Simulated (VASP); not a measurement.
Band structure of Li3NaCl4 (ordered alloy cell). All values below come from PBE GGA, VASP's PBE PAW potentials (set 64) (plane waves; VASP).

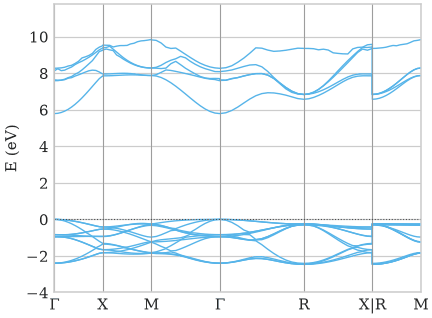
Bands along high-symmetry lines, zero at the valence-band maximum or, without a gap, the Fermi level

### Question
Read the plot: is there a gap, and where are the band edges?

### Answer
The gap is direct, 5.79 eV, from the valence maximum at Γ to the conduction minimum at Γ. (Edges off the drawn lines would not show.)

The structure was generated: Li3NaCl4 was put into an ordered model structure (Pm-3m), which need not be its known phase. It was relaxed first.
